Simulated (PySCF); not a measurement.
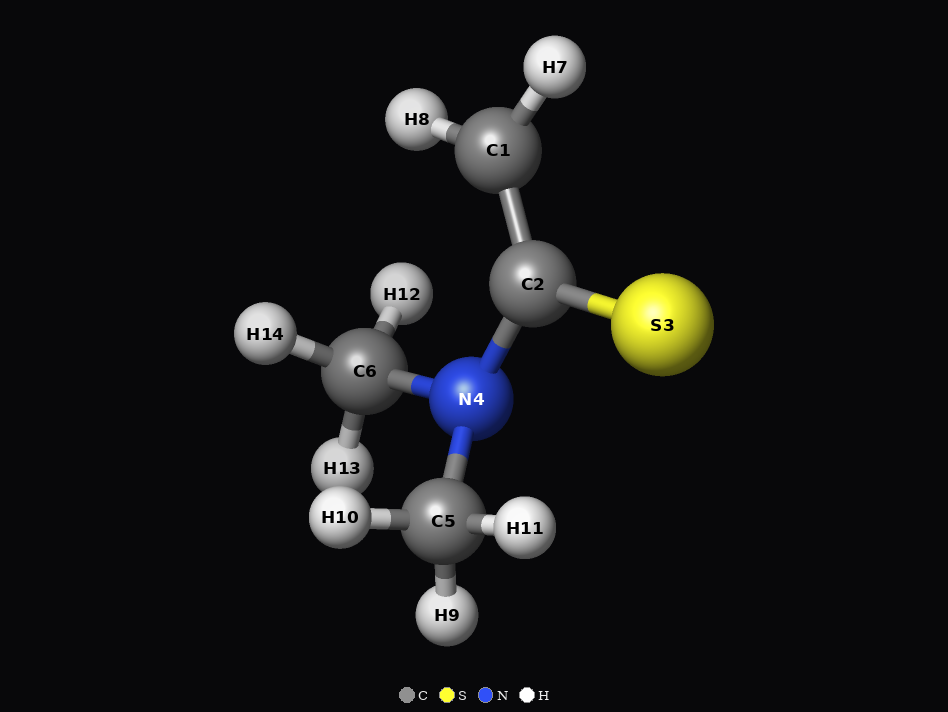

Charge −1, singlet. Computed geometry: GFN2-xTB optimisation. No frequency run is at hand to confirm it as a minimum. Electric field gradients from the ground-state density, PBE0/pcSseg-1 (PySCF 2.14.0), non-relativistic apart from any core potentials.

Give the largest field-gradient component, the quadrupole coupling constant and the asymmetry for 33S at S3 (Q = −67.81 mb), 14N at N4 (Q = 20.44 mb), 2H at H7 (Q = 2.86 mb), 2H at H8 (Q = 2.86 mb), 2H at H9 (Q = 2.86 mb), 2H at H10 (Q = 2.86 mb).

| atom | V_zz (a.u.) | e²qQ/h (MHz) | η |
| --- | --- | --- | --- |
| S3 | 2.487 | −39.6 | 0.29 |
| N4 | −1.258 | −6.04 | 0.09 |
| H7 | 0.351 | 0.236 | 0.10 |
| H8 | 0.348 | 0.234 | 0.13 |
| H9 | 0.304 | 0.204 | 0.06 |
| H10 | 0.286 | 0.192 | 0.07 |
